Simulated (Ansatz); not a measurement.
**BFH3NO: molecular dynamics**

Purpose: to follow the molecule's vibrations and see whether its bonds hold. The start is relaxed first. Runs: 300 steps of 0.25 fs at constant energy, with velocities drawn for 50 K. SMILES of the start: NB(O)F.

All numbers below are computed with Ansatz 0.2.0 (RHF/def2-SVPD).

**1. Starting point**

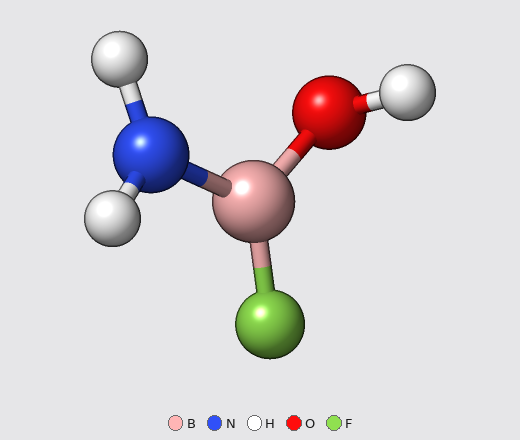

Start, viewed from a chosen angle; boron pink, nitrogen blue, hydrogen white, oxygen red, fluorine green.

Coordinates:

```xyz
7

B     0.0000    0.0000    0.0000
N     0.0000    0.0000    1.5500
H    -0.8770   -0.2713    2.0800
H     0.8770    0.2713    2.0800
O     1.2211    0.0000   -0.7050
H     1.5209   -0.9519   -0.8599
F    -1.1431    0.0000   -0.6600
```

**2. Relaxing the start**

Contents of input.yaml:

```yaml
crystal:
  periodic: [false, false, false]
  atoms:
    - { symbol: B, position_ang: [0.0, 0.0, 0.0] }
    - { symbol: "N", position_ang: [0.0, 0.0, 1.55] }
    - { symbol: H, position_ang: [-0.877, -0.2713, 2.08] }
    - { symbol: H, position_ang: [0.877, 0.2713, 2.08] }
    - { symbol: O, position_ang: [1.2211, 0.0, -0.705] }
    - { symbol: H, position_ang: [1.5209, -0.9519, -0.8599] }
    - { symbol: F, position_ang: [-1.1431, 0.0, -0.66] }
basis:
  gaussian: { orbitals: def2-SVPD }
hamiltonian:
  xc: hf
relax:
  f_tol: 0.02
  max_steps: 40
```

Run with:

```sh
$ ansatz run input.yaml --threads 1 --pin off --max-ram 2048MiB --backend cpu --events-out ev --progress --plain --runs-dir out
```

The log of the run, shortened:

```text
Warning: RAYON_NUM_THREADS=1 ignored (pool sized by the plan → 1); use --threads N
[...]
Functional definition: HF
[...]
1154 factors; integrals over basis functions are off by at most 5.3e-4 eV
[...]
mean field -6942.54727882 eV, -255.1339066692 hartree, gradient 6.8e-6 eV, S^2 0.000000; 0 other end points of the search recorded, 0 dependent functions left out
[...]
reference -6942.54727882 eV, -255.1339066692 hartree; 16, 16 occupied and 94, 94 virtual orbitals, 1154 factors
relax step   1: F+E_penalty+E_count = -6942.54727882 eV  Δ(F+E_penalty+E_count) = +0.000e0 eV  max|allowed force component| = 3.404e0 eV/Å  Δτ_max = 0.0000 Å  (31 SCF iters, accepted)
[...]
relax step   3: F+E_penalty+E_count = -6943.35892269 eV  Δ(F+E_penalty+E_count) = -8.088e-2 eV  max|allowed force component| = 9.261e-1 eV/Å  Δτ_max = 0.0556 Å  (28 SCF iters, accepted)
[...]
relax step   5: F+E_penalty+E_count = -6943.43263757 eV  Δ(F+E_penalty+E_count) = -3.926e-2 eV  max|allowed force component| = 3.664e-1 eV/Å  Δτ_max = 0.1434 Å  (28 SCF iters, accepted)
[...]
relax step   7: F+E_penalty+E_count = -6943.67967064 eV  Δ(F+E_penalty+E_count) = -1.736e-1 eV  max|allowed force component| = 4.015e-1 eV/Å  Δτ_max = 0.2000 Å  (27 SCF iters, accepted)
[...]
relax step   9: F+E_penalty+E_count = -6943.72284734 eV  Δ(F+E_penalty+E_count) = -1.148e-2 eV  max|allowed force component| = 2.541e-1 eV/Å  Δτ_max = 0.0765 Å  (28 SCF iters, accepted)
[...]
relax step  10: F+E_penalty+E_count = -6943.72640304 eV  Δ(F+E_penalty+E_count) = -3.556e-3 eV  max|allowed force component| = 1.910e-2 eV/Å  Δτ_max = 0.0215 Å  (21 SCF iters, accepted)
1154 factors; integrals over basis functions are off by at most 3.6e-4 eV
mean field -6943.72640304 eV, -255.1772386849 hartree, gradient 1.8e-5 eV, S^2 0.000000; 1 other end points of the search recorded, 0 dependent functions left out
[...]
reference -6943.72640304 eV, -255.1772386849 hartree; 16, 16 occupied and 94, 94 virtual orbitals, 1154 factors
Total energy: -6943.72640304 eV, -255.1772386849 hartree
Atom 0 at     0.118379    -0.184077     0.167635 Å, force    -0.019103     0.005817     0.018413 eV/Å
Atom 1 at    -0.027298     0.039872     1.539400 Å, force    -0.001572     0.002018     0.015484 eV/Å
Atom 2 at    -0.918156     0.143329     1.971512 Å, force     0.009442    -0.002125    -0.011143 eV/Å
Atom 3 at     0.752576     0.107088     2.154743 Å, force    -0.000807    -0.001487    -0.011559 eV/Å
Atom 4 at     1.334476    -0.322696    -0.408496 Å, force    -0.003515    -0.004950    -0.016636 eV/Å
Atom 5 at     1.315845    -0.471667    -1.338968 Å, force     0.006400     0.002735     0.009964 eV/Å
Atom 6 at    -0.976923    -0.263748    -0.600725 Å, force     0.009156    -0.002009    -0.004524 eV/Å
Dipole moment:     0.047847     0.021627     0.152549 e Å
```

Wall time 22 s (1 thread of Arm Neoverse V2, shared host); peak memory 0.2 GiB.

The steps of the relaxation:

```csv
step,energy from step 1 (eV),largest force component (eV/Å)
1,0.0000,3.4038
2,-0.7308,1.7337
3,-0.8116,0.9261
4,-0.8461,0.5102
5,-0.8854,0.3664
6,-0.9588,1.4281
7,-1.1324,0.4015
8,-1.1641,0.1378
9,-1.1756,0.2541
10,-1.1791,0.0191
```

Step 1 is the start.

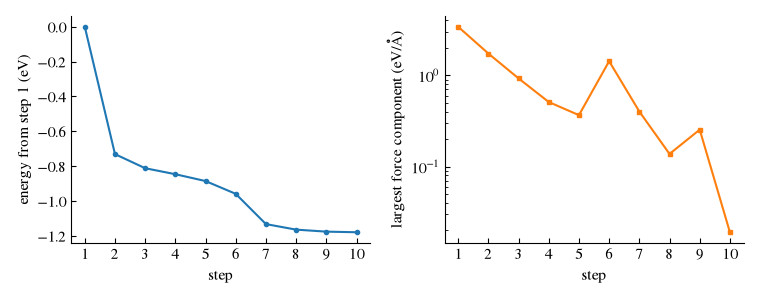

Energy and largest force along the relaxation.

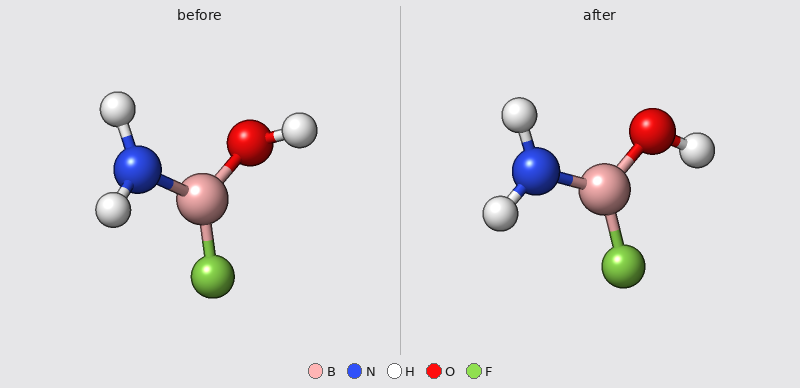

The structure before (left) and after (right), drawn at the same scale.

After: Bond lengths: B1–N2 1.398 Å, N2–H3 0.996 Å, N2–H4 0.996 Å, B1–O5 1.353 Å, O5–H6 0.943 Å, B1–F7 1.340 Å. Angles: B1–N2–H3 122.4°, B1–N2–H4 122.4°, H3–N2–H4 115.2°, N2–B1–O5 121.9°, N2–B1–F7 119.1°, O5–B1–F7 119.0°, B1–O5–H6 114.8°.

**3. The run**

300 steps of 0.25 fs at constant energy, with velocities drawn for 50 K, from the relaxed start.

Contents of input.yaml:

```yaml
crystal:
  periodic: [false, false, false]
  atoms:
    - { symbol: B, position_ang: [0.118379, -0.184077, 0.167635] }
    - { symbol: "N", position_ang: [-0.027298, 0.039872, 1.5394] }
    - { symbol: H, position_ang: [-0.918156, 0.143329, 1.971512] }
    - { symbol: H, position_ang: [0.752576, 0.107088, 2.154743] }
    - { symbol: O, position_ang: [1.334476, -0.322696, -0.408496] }
    - { symbol: H, position_ang: [1.315845, -0.471667, -1.338968] }
    - { symbol: F, position_ang: [-0.976923, -0.263748, -0.600725] }
basis:
  gaussian: { orbitals: def2-SVPD }
hamiltonian:
  xc: hf
md:
  timestep: 0.25
  n_steps: 300
  ensemble: nve
  temperature: 50.0
  initial_velocities: maxwell_boltzmann
  seed: 649836
```

Run with:

```sh
$ ansatz run input.yaml --threads 1 --pin off --max-ram 2048MiB --backend cpu --events-out ev --progress --plain --runs-dir out
```

The log of the run, shortened:

```text
Warning: RAYON_NUM_THREADS=1 ignored (pool sized by the plan → 1); use --threads N
[...]
[... 1 set-up line as earlier in the session ...]
[...]
1150 factors; integrals over basis functions are off by at most 4.3e-4 eV
[...]
mean field -6943.72640045 eV, -255.1772385896 hartree, gradient 7.2e-6 eV, S^2 0.000000; 0 other end points of the search recorded, 0 dependent functions left out
[...]
reference -6943.72640045 eV, -255.1772385896 hartree; 16, 16 occupied and 94, 94 virtual orbitals, 1150 factors
md step     0: t =     0.00 fs  T =    50.0 K  F+E_penalty+E_count = -6943.72640045 eV  E_kin = 0.032315 eV  conserved = -6943.69408545 eV  (29 SCF iters)
[...]
md step    21: t =     5.25 fs  T =    24.8 K  F+E_penalty+E_count = -6943.71007129 eV  E_kin = 0.016035 eV  conserved = -6943.69403662 eV  (23 SCF iters)
[...]
md step    42: t =    10.50 fs  T =    12.5 K  F+E_penalty+E_count = -6943.70205365 eV  E_kin = 0.008089 eV  conserved = -6943.69396491 eV  (23 SCF iters)
[...]
md step    63: t =    15.75 fs  T =    16.5 K  F+E_penalty+E_count = -6943.70467611 eV  E_kin = 0.010693 eV  conserved = -6943.69398357 eV  (23 SCF iters)
[...]
md step    82: t =    20.50 fs  T =    26.4 K  F+E_penalty+E_count = -6943.71105908 eV  E_kin = 0.017045 eV  conserved = -6943.69401390 eV  (23 SCF iters)
md step    83: t =    20.75 fs  T =    30.4 K  F+E_penalty+E_count = -6943.71367781 eV  E_kin = 0.019644 eV  conserved = -6943.69403363 eV  (23 SCF iters)
```

**4. More of the same log: dynamics from the start**

The log, continued, shortened:

```text
md step    84: t =    21.00 fs  T =    34.0 K  F+E_penalty+E_count = -6943.71601009 eV  E_kin = 0.021958 eV  conserved = -6943.69405213 eV  (23 SCF iters)
[...]
md step   110: t =    27.50 fs  T =    11.4 K  F+E_penalty+E_count = -6943.70134309 eV  E_kin = 0.007370 eV  conserved = -6943.69397343 eV  (23 SCF iters)
[...]
md step   136: t =    34.00 fs  T =    41.9 K  F+E_penalty+E_count = -6943.72116667 eV  E_kin = 0.027102 eV  conserved = -6943.69406428 eV  (23 SCF iters)
[...]
md step   162: t =    40.50 fs  T =    15.5 K  F+E_penalty+E_count = -6943.70402122 eV  E_kin = 0.010045 eV  conserved = -6943.69397619 eV  (23 SCF iters)
[...]
md step   187: t =    46.75 fs  T =    27.3 K  F+E_penalty+E_count = -6943.71165172 eV  E_kin = 0.017615 eV  conserved = -6943.69403669 eV  (23 SCF iters)
md step   188: t =    47.00 fs  T =    29.0 K  F+E_penalty+E_count = -6943.71280661 eV  E_kin = 0.018759 eV  conserved = -6943.69404751 eV  (23 SCF iters)
```

**5. The output, continued: dynamics from the start**

Output, continued, shortened:

```text
md step   189: t =    47.25 fs  T =    30.0 K  F+E_penalty+E_count = -6943.71346329 eV  E_kin = 0.019409 eV  conserved = -6943.69405464 eV  (23 SCF iters)
[...]
md step   210: t =    52.50 fs  T =    24.4 K  F+E_penalty+E_count = -6943.70979189 eV  E_kin = 0.015767 eV  conserved = -6943.69402441 eV  (23 SCF iters)
[...]
md step   231: t =    57.75 fs  T =    27.1 K  F+E_penalty+E_count = -6943.71152002 eV  E_kin = 0.017521 eV  conserved = -6943.69399936 eV  (23 SCF iters)
[...]
md step   252: t =    63.00 fs  T =    14.7 K  F+E_penalty+E_count = -6943.70347987 eV  E_kin = 0.009490 eV  conserved = -6943.69399025 eV  (23 SCF iters)
[...]
md step   299: t =    74.75 fs  T =    25.4 K  F+E_penalty+E_count = -6943.71042614 eV  E_kin = 0.016408 eV  conserved = -6943.69401857 eV  (24 SCF iters)
[...]
md step   300: t =    75.00 fs  T =    24.6 K  F+E_penalty+E_count = -6943.70992311 eV  E_kin = 0.015909 eV  conserved = -6943.69401450 eV  (30 SCF iters)
Total energy: -6943.70992311 eV, -255.1766330587 hartree
Atom 0 at     0.127464    -0.180783     0.174512 Å, force    -0.624500    -0.094406    -0.385497 eV/Å
Atom 1 at    -0.027005     0.036813     1.541583 Å, force     0.641098    -0.031720    -0.454016 eV/Å
Atom 2 at    -0.915149     0.114406     1.945602 Å, force    -0.779152     0.120891     0.477502 eV/Å
Atom 3 at     0.746055     0.158352     2.151568 Å, force     0.090606    -0.028671     0.149223 eV/Å
Atom 4 at     1.330072    -0.324379    -0.409400 Å, force     0.332238     0.009473    -0.075496 eV/Å
Atom 5 at     1.306490    -0.472925    -1.339338 Å, force    -0.007963     0.009076    -0.014055 eV/Å
Atom 6 at    -0.977917    -0.263068    -0.603924 Å, force     0.347672     0.015356     0.302338 eV/Å
Dipole moment:     0.066181     0.035082     0.159458 e Å
```

It took 8.1 min on 1 thread of Arm Neoverse V2, shared host; peak memory 0.2 GiB.

**6. Frames and traces**

The trajectory, every 12 steps (energies from step 0):

```csv
time (fs),T (K),potential energy change (meV/atom),total energy change (meV/atom)
0.0,50,0.0,0.00
3.0,25,2.3,0.01
6.0,11,3.6,0.02
9.0,30,1.8,0.00
12.0,25,2.3,0.01
15.0,12,3.5,0.02
18.0,28,2.1,0.01
21.0,34,1.5,0.00
24.0,16,3.2,0.02
27.0,18,3.0,0.01
30.0,32,1.7,0.00
33.0,28,2.0,0.01
36.0,28,2.1,0.01
39.0,33,1.6,0.00
42.0,22,2.6,0.01
45.0,17,3.1,0.01
48.0,27,2.1,0.01
51.0,24,2.4,0.01
54.0,20,2.8,0.01
57.0,33,1.6,0.01
60.0,28,2.0,0.01
63.0,15,3.3,0.01
66.0,26,2.2,0.01
69.0,33,1.6,0.01
72.0,22,2.6,0.01
75.0,25,2.4,0.01
```

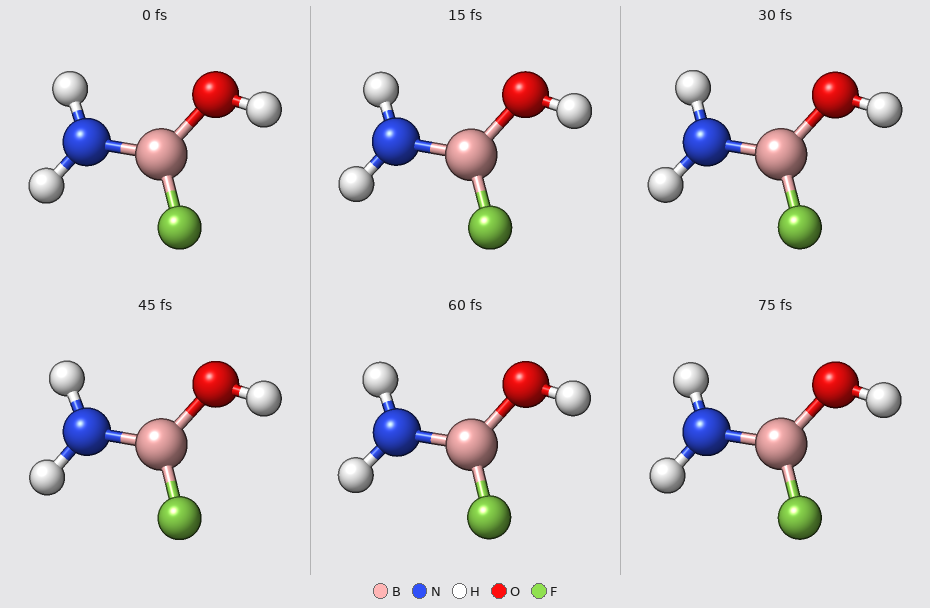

Six frames of the run, seen from a chosen angle. Sticks join atoms within a bonding distance in each frame.

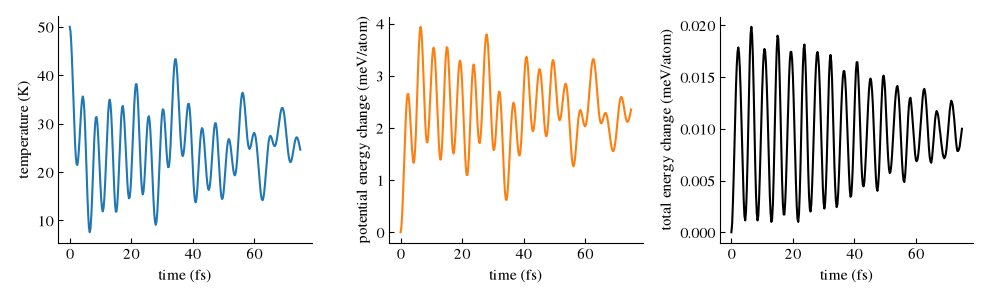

Traces against time; each panel has its own scale.

**7. Positions and forces**

Positions (Å) and forces (eV/Å):

```xyz
7
time_fs=9.5 T=24 dE=0.0167
B     0.122   -0.186    0.176   -0.353    0.012   -0.398
N    -0.020    0.040    1.548   -0.847    0.043    0.161
H    -0.934    0.115    1.973    0.705   -0.011   -0.250
H     0.752    0.163    2.166   -0.014   -0.064   -0.044
O     1.333   -0.325   -0.409    0.004    0.024    0.055
H     1.306   -0.453   -1.342    0.004   -0.011   -0.036
F    -0.982   -0.263   -0.612    0.501    0.006    0.511
7
time_fs=18.8 T=18 dE=0.0209
B     0.108   -0.187    0.165    0.520    0.090    0.495
N    -0.023    0.039    1.547   -0.932    0.074    0.263
H    -0.925    0.119    2.009    0.930   -0.059   -0.541
H     0.764    0.170    2.146   -0.042   -0.083   -0.088
O     1.330   -0.326   -0.408   -0.130    0.054    0.054
H     1.305   -0.441   -1.343    0.041   -0.022   -0.033
F    -0.970   -0.263   -0.606   -0.386   -0.055   -0.150
7
time_fs=28.0 T=9 dE=0.0265
B     0.118   -0.182    0.175   -0.399   -0.111   -0.635
N    -0.028    0.038    1.534   -0.536    0.227    1.169
H    -0.921    0.142    2.010    0.975   -0.118   -0.584
H     0.784    0.123    2.111   -0.257   -0.011    0.051
O     1.325   -0.325   -0.406    0.442    0.028    0.031
H     1.322   -0.442   -1.341   -0.078   -0.019   -0.002
F    -0.970   -0.264   -0.602   -0.148    0.003   -0.032
7
time_fs=37.5 T=27 dE=0.0150
B     0.113   -0.183    0.162    0.328    0.026    0.480
N    -0.022    0.041    1.539   -0.578    0.096    0.523
H    -0.929    0.165    1.970    0.755   -0.126   -0.327
H     0.756    0.074    2.174   -0.328    0.010   -0.374
O     1.336   -0.322   -0.404   -0.160   -0.018   -0.213
H     1.303   -0.459   -1.337    0.105   -0.016    0.030
F    -0.978   -0.266   -0.602   -0.121    0.028   -0.118
7
time_fs=47.0 T=29 dE=0.0136
B     0.122   -0.183    0.169   -0.157   -0.044   -0.348
N    -0.024    0.042    1.540    0.077   -0.004    0.423
H    -0.927    0.168    1.949    0.216   -0.053   -0.026
H     0.746    0.049    2.190   -0.412    0.048   -0.448
O     1.341   -0.320   -0.408   -0.162   -0.030    0.065
H     1.340   -0.492   -1.335   -0.061    0.017    0.026
F    -0.988   -0.266   -0.603    0.500    0.066    0.308
7
time_fs=56.2 T=36 dE=0.0088
B     0.122   -0.185    0.164   -0.212    0.060    0.079
N    -0.034    0.041    1.535    0.925   -0.073    0.160
H    -0.916    0.151    1.969   -0.255    0.020    0.109
H     0.761    0.066    2.154   -0.483    0.036   -0.287
O     1.339   -0.319   -0.410    0.036   -0.051    0.089
H     1.344   -0.514   -1.331   -0.068    0.032   -0.027
F    -0.980   -0.263   -0.595    0.056   -0.024   -0.122
7
time_fs=65.5 T=27 dE=0.0147
B     0.114   -0.183    0.163    0.520    0.024    0.281
N    -0.033    0.037    1.531    0.982    0.029    0.224
H    -0.908    0.124    1.970   -0.659    0.080    0.263
H     0.754    0.119    2.145   -0.259   -0.052   -0.231
O     1.336   -0.321   -0.408   -0.152   -0.027   -0.008
H     1.304   -0.509   -1.331    0.076    0.029   -0.053
F    -0.971   -0.262   -0.591   -0.508   -0.083   -0.476
7
time_fs=75.0 T=25 dE=0.0165
B     0.128   -0.181    0.174   -0.625   -0.094   -0.386
N    -0.027    0.037    1.542    0.641   -0.032   -0.454
H    -0.915    0.114    1.946   -0.779    0.121    0.477
H     0.746    0.158    2.152    0.091   -0.029    0.149
O     1.330   -0.324   -0.409    0.332    0.009   -0.075
H     1.306   -0.473   -1.339   -0.008    0.009   -0.014
F    -0.978   -0.263   -0.604    0.348    0.015    0.302
```

**8. Summary of results**

```
                          quantity                       value
           relaxation of the start     9 moves, 1.179 eV lower
                            length        300 steps of 0.25 fs
  temperature, first and last step                 50 and 25 K
          temperature, second half  mean 25 K, from 14 to 36 K
     potential energy, second half  +2 meV/atom from the start
largest change of the total energy               0.02 meV/atom
            bonds formed or broken                           0
```

The temperature starts at 50 K and averages 25 K in the second half, where it ranges from 14 to 36 K; a mean near half the start is what vibrations about a minimum give, since they share energy equally between motion and strain. The total energy strays from its start by at most 0.02 meV/atom, 0.9 % of the mean kinetic energy, so a step of 0.25 fs is short enough over this time. The bonds all hold. 75 fs on 7 atoms is far too short and small for converged averages. The nuclei move classically, without zero-point motion, which matters most for hydrogen.
